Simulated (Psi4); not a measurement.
**Geometry relaxation of SiCl$_{2}$ (part 2 of 4)**

SiCl$_{2}$; B97-3c/def2-mTZVP, RKS (Psi4 1.11). The atoms were displaced at random from an optimised geometry.

Geometry of the input (Å):
```
Cl 0.2833  1.5883  0.3128
Si -0.7963  -0.0441  -0.4034
Cl 0.4799  -1.5998  0.0364
```

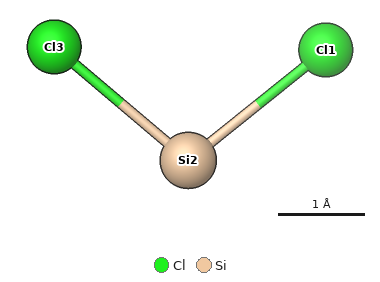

*The input geometry (ball-and-stick view, seen on its broad side; atoms are numbered from 1 in the order of the input).*

Output, continued:
```
    CL           0.343746819039     1.639699001356    -0.000000000000
    SI          -0.934229341355    -0.023278687699     0.000000000000
    CL           0.403685928821    -1.621074823391     0.000000000000

gradient() will perform analytic gradient computation.

   => Loading Basis Set <=

    Name: DEF2-MTZVP
    Role: ORBITAL
    Keyword: BASIS

   => B973C: Empirical Dispersion <=

        s6 =       1.000000
        s8 =       1.500000
        a1 =       0.370000
        a2 =       4.100000
        s9 =       1.000000

         ---------------------------------------------------------
                                   SCF
                              RKS Reference
                        1 Threads,   1525 MiB Core
         ---------------------------------------------------------

  ==> Geometry <==

    Molecular point group: c1
    Full point group: Cs

    Geometry (in Angstrom), charge = 0, multiplicity = 1:

       Center              X                  Y                   Z               Mass
    ------------   -----------------  -----------------  -----------------  -----------------
         CL           0.343746819039     1.639699001356    -0.000000000000    34.968852682000
         SI          -0.934229341355    -0.023278687699     0.000000000000    27.976926534650
         CL           0.403685928821    -1.621074823391     0.000000000000    34.968852682000

  Running in c1 symmetry.

  Rotational constants: A =      0.49284  B =      0.09065  C =      0.07656 [cm^-1]
  Rotational constants: A =  14774.98751  B =   2717.52509  C =   2295.34774 [MHz]
  Nuclear repulsion =  167.377413283330583

  Charge       = 0
  Multiplicity = 1
  Electrons    = 48
  Nalpha       = 24
  Nbeta        = 24

  ==> Algorithm <==

  SCF Algorithm Type is DF.
  DIIS enabled.
  MOM disabled.
  Fractional occupation disabled.
  Guess Type is READ.
  Energy threshold   = 1.00e-08
  Density threshold  = 1.00e-08
  Integral threshold = 1.00e-12

  ==> Primary Basis <==

  Basis Set: DEF2-MTZVP
    Blend: DEF2-MTZVP
    Number of shells: 30
    Number of basis functions: 66
    Number of Cartesian functions: 69
    Spherical Harmonics?: true
    Max angular momentum: 2

  ==> DFT Potential <==

   => LibXC <=

    Version 7.1.2

   => Composite Functional: B973C <=

    Deriv               =              1
    GGA                 =           TRUE
    Meta                =          FALSE

    Exchange Hybrid     =          FALSE
    MP2 Hybrid          =          FALSE

   => Exchange-Correlation Functionals <=

   => LibXC Density Thresholds  <==

    XC_GGA_XC_B97_3C:  1.00E-14

   => Molecular Quadrature <=

    Radial Scheme          =       TREUTLER
    Pruning Scheme         =           NONE
    Nuclear Scheme         =       TREUTLER

    Blocking Scheme        =         OCTREE
    BS radius alpha        =              1
    Pruning alpha          =              1
    Radial Points          =             75
    Spherical Points       =            302
    Total Points           =          63585
    Total Blocks           =            571
    Max Points             =            252
    Max Functions          =             63
    Weights Tolerance      =       1.00E-15

   => Loading Basis Set <=

    Name: (DEF2-MTZVP AUX)
    Role: JKFIT
    Keyword: DF_BASIS_SCF

   => Loading Basis Set <=

    Name: DEF2-MTZVP
    Role: ORBITAL
    Keyword: BASIS

  Reading orbitals from file s0/cl2si.default.3564428.180.npy, no projection.

  ==> Integral Setup <==

  DFHelper Memory: AOs need 0.014 GiB; user supplied 1.026 GiB.
  SCF_SUBTYPE=INCORE selected. In-core MEM_DF algorithm will be used.
  Using in-core AOs.

  ==> MemDFJK: Density-Fitted J/K Matrices <==

    J tasked:                   Yes
    K tasked:                    No
    wK tasked:                   No
    Memory [MiB]:              1050
    Algorithm:                 Core
    Schwarz Cutoff:           1E-12
    Mask sparsity (%):       3.4894
    Fitting Condition:        1E-10

   => Auxiliary Basis Set <=

  Basis Set: (DEF2-MTZVP AUX)
    Blend: DEF2-UNIVERSAL-JKFIT
    Number of shells: 114
    Number of basis functions: 384
    Number of Cartesian functions: 465
    Spherical Harmonics?: true
    Max angular momentum: 4

  Cached 100.0% of DFT collocation blocks in 0.092 [GiB].

  Minimum eigenvalue in the overlap matrix is 2.1373282850E-02.
  Reciprocal condition number of the overlap matrix is 5.5474723461E-03.
    Using symmetric orthogonalization.

  ==> Pre-Iterations <==

  SCF Guess: Orbitals guess was supplied from a previous computation.

   -------------------------------------------------------
    Irrep   Nso     Nmo     Nalpha   Nbeta   Ndocc  Nsocc
   -------------------------------------------------------
     A         66      66      24      24      24       0
   -------------------------------------------------------
    Total      66      66      24      24      24       0
   -------------------------------------------------------

  ==> Iterations <==

                           Total Energy        Delta E     RMS |[F,P]|

   @DF-RKS iter   0: -1209.77261405860236   -1.20977e+03   8.63736e-04
   @DF-RKS iter   1: -1209.78268265966653   -1.00686e-02   1.20971e-04 ADIIS/DIIS
   @DF-RKS iter   2: -1209.78263822122949    4.44384e-05   1.80544e-04 ADIIS/DIIS
   @DF-RKS iter   3: -1209.78273065212329   -9.24309e-05   3.61600e-05 DIIS
   @DF-RKS iter   4: -1209.78273386288129   -3.21076e-06   8.49833e-06 DIIS
   @DF-RKS iter   5: -1209.78273408369773   -2.20816e-07   5.76920e-07 DIIS
   @DF-RKS iter   6: -1209.78273408394716   -2.49429e-10   4.34860e-07 DIIS
   @DF-RKS iter   7: -1209.78273408443715   -4.89990e-10   9.72985e-08 DIIS
   @DF-RKS iter   8: -1209.78273408447012   -3.29692e-11   1.72602e-08 DIIS
   @DF-RKS iter   9: -1209.78273408446967    4.54747e-13   2.52776e-09 DIIS
  Energy and wave function converged.

  ==> Post-Iterations <==

   Electrons on quadrature grid:
      Ntotal   =   47.9999948165 ; deviation = -5.183e-06

    Orbital Energies [Eh]
    ---------------------

    Doubly Occupied:

       1A   -100.648877     2A   -100.646912     3A    -65.489261
       4A     -9.235820     5A     -9.233672     6A     -7.067054
       7A     -7.064955     8A     -7.063017     9A     -7.060864
      10A     -7.060569    11A     -7.058428    12A     -5.175223
      13A     -3.592606    14A     -3.589292    15A     -3.585897
      16A     -0.782466    17A     -0.758553    18A     -0.470200
      19A     -0.376996    20A     -0.334092    21A     -0.333726
      22A     -0.306681    23A     -0.290591    24A     -0.248506

    Virtual:

      25A     -0.137617    26A     -0.029844    27A     -0.022817
      28A      0.128364    29A      0.147623    30A      0.156839
      31A      0.167191    32A      0.274994    33A      0.290091
      34A      0.308555    35A      0.330516    36A      0.333673
      37A      0.381323    38A      0.439507    39A      0.445070
      40A      0.480846    41A      0.551107    42A      0.555722
      43A      0.606100    44A      0.614594    45A      0.616839
      46A      0.634704    47A      0.663389    48A      0.678597
      49A      0.681631    50A      0.765717    51A      0.777668
      52A      0.835057    53A      1.061065    54A      1.129007
      55A      1.194466    56A      1.258677    57A      1.333397
      58A      2.159620    59A      2.178344    60A      2.181224
      61A      2.187074    62A      2.293891    63A      2.298059
      64A      9.047535    65A     24.044368    66A     24.104068

    Final Occupation by Irrep:
              A
    DOCC [    24 ]
    NA   [    24 ]
    NB   [    24 ]

  @DF-RKS Final Energy: -1209.78273408446967

   => Energetics <=

    Nuclear Repulsion Energy =            167.3774132833305828
    One-Electron Energy =               -2005.9327372377590564
    Two-Electron Energy =                 706.0167028210612443
    DFT Exchange-Correlation Energy =     -77.2309286287834169
    Empirical Dispersion Energy =          -0.0131843223189199
    VV10 Nonlocal Energy =                  0.0000000000000000
    Total Energy =                      -1209.7827340844696664

Computation Completed

Properties will be evaluated at   0.000000,   0.000000,   0.000000 [a0]

Properties computed using the SCF density matrix

 Multipole Moments:

 ------------------------------------------------------------------------------------
     Multipole            Electronic (a.u.)      Nuclear  (a.u.)        Total (a.u.)
 ------------------------------------------------------------------------------------

 L = 1.  Multiply by 2.5417464519 to convert [e a0] to [Debye]
 Dipole X            :          0.2710182           -0.7045921           -0.4335738
 Dipole Y            :         -0.0206671           -0.0175567           -0.0382238
 Dipole Z            :          0.0000000            0.0000000            0.0000000
 Magnitude           :                                                    0.4352555

 ------------------------------------------------------------------------------------

	total time  =          2 seconds =       0.03 minutes

         ------------------------------------------------------------
                                   SCF GRAD
         ------------------------------------------------------------

  ==> Geometry <==

    Molecular point group: c1
    Full point group: Cs

    Geometry (in Angstrom), charge = 0, multiplicity = 1:

       Center              X                  Y                   Z               Mass
    ------------   -----------------  -----------------  -----------------  -----------------
         CL           0.343746819039     1.639699001356    -0.000000000000    34.968852682000
         SI          -0.934229341355    -0.023278687699     0.000000000000    27.976926534650
         CL           0.403685928821    -1.621074823391     0.000000000000    34.968852682000

  Nuclear repulsion =  167.377413283330583

  ==> Basis Set <==

  Basis Set: DEF2-MTZVP
    Blend: DEF2-MTZVP
    Number of shells: 30
    Number of basis functions: 66
    Number of Cartesian functions: 69
    Spherical Harmonics?: true
    Max angular momentum: 2

  ==> DFJKGrad: Density-Fitted SCF Gradients <==

    Gradient:                    1
    J tasked:                  Yes
    K tasked:                   No
    wK tasked:                  No
    Integrals threads:           1
    Memory [MiB]:             1144
    Schwarz Cutoff:          1E-12
    Fitting Condition:       1E-10

   => Auxiliary Basis Set <=

  Basis Set: (DEF2-MTZVP AUX)
    Blend: DEF2-UNIVERSAL-JKFIT
    Number of shells: 114
    Number of basis functions: 384
    Number of Cartesian functions: 465
    Spherical Harmonics?: true
    Max angular momentum: 4

  ==> DFT Potential <==

   => LibXC <=

    Version 7.1.2

   => Composite Functional: B973C <=

    Deriv               =              1
    GGA                 =           TRUE
    Meta                =          FALSE

    Exchange Hybrid     =          FALSE
    MP2 Hybrid          =          FALSE

   => Exchange-Correlation Functionals <=

   => LibXC Density Thresholds  <==

    XC_GGA_XC_B97_3C:  1.00E-14

   => Molecular Quadrature <=

    Radial Scheme          =       TREUTLER
    Pruning Scheme         =           NONE
    Nuclear Scheme         =       TREUTLER

    Blocking Scheme        =         OCTREE
    BS radius alpha        =              1
    Pruning alpha          =              1
    Radial Points          =             75
    Spherical Points       =            302
    Total Points           =          63585
    Total Blocks           =            571
    Max Points             =            252
    Max Functions          =             63
    Weights Tolerance      =       1.00E-15

  -Total Gradient:
     Atom            X                  Y                   Z
    ------   -----------------  -----------------  -----------------
       1       -0.001270587382    -0.001479761438    -0.000000000000
       2        0.004933380504    -0.002410871945    -0.000000000000
       3       -0.003439390631     0.003938667466     0.000000000000

	total time  =          0 seconds =       0.00 minutes

    			-----------------------------------------

    			 OPTKING 3.0: for geometry optimizations

    			        with contributions from

    			-----------------------------------------

	                            ===> Fragment 1 <==

	 Z (Atomic Numbers)          Masses                          Geom
	      17.000000            34.968853          0.64958734  3.09858204 -0.00000000
	      14.000000            27.976927         -1.76543759 -0.04399034  0.00000000
	      17.000000            34.968853          0.76285585 -3.06338745  0.00000000

	 - Coordinate -           - BOHR/RAD -       - ANG/DEG -
	 R(1,2)           =         3.963345           2.097312
	 R(2,3)           =         3.938150           2.083979
	 B(1,2,3)         =         1.789260         102.517066

	        --- Internal Coordinate Step in ANG or DEG, aJ/ANG or AJ/DEG ---
	-------------------------------------------------------------------------------
	           Coordinate      Previous         Force          Change          New
	           ----------      --------        ------          ------        ------
	               R(1,2)       2.09731        0.01656        0.00667       2.10398
	               R(2,3)       2.08398        0.04333        0.01574       2.09972
	             B(1,2,3)     102.51707       -0.00005       -0.15352     102.36354
	-------------------------------------------------------------------------------

	                                 ==> Convergence Check <==

	Measures of convergence in internal coordinates in au.

	Criteria marked as inactive (o), active & met (*), and active & unmet ( ).

	----------------------------------------------------------------------------------------------
	   Step    Total Energy     Delta E     Max Force     RMS Force      Max Disp      RMS Disp
	----------------------------------------------------------------------------------------------
	  Convergence Criteria     1.00e-06 *    3.00e-04 *             o    1.20e-03 *             o
	----------------------------------------------------------------------------------------------
	     2   -1209.78273408   -5.59e-04      5.26e-03      3.27e-03 o    2.98e-02      1.87e-02 o  ~
	----------------------------------------------------------------------------------------------

Next Geometry in Ang
	Fragment 1 (Ang)

	   Cl   0.3454288364   1.6451117340  -0.0000000000
	   Si  -0.9404346105  -0.0202099735   0.0000000000
	   Cl   0.4082091806  -1.6295562702   0.0000000000

    Structure for next step:
    Molecular point group: c1
    Full point group: Cs

    Geometry (in Angstrom), charge = 0, multiplicity = 1:

    CL           0.344985728123     1.645330865932    -0.000000000000
    SI          -0.940877718729    -0.019990841614     0.000000000000
    CL           0.407766072296    -1.629337138249     0.000000000000

gradient() will perform analytic gradient computation.

   => Loading Basis Set <=

    Name: DEF2-MTZVP
    Role: ORBITAL
    Keyword: BASIS

   => B973C: Empirical Dispersion <=

        s6 =       1.000000
        s8 =       1.500000
        a1 =       0.370000
        a2 =       4.100000
        s9 =       1.000000
```
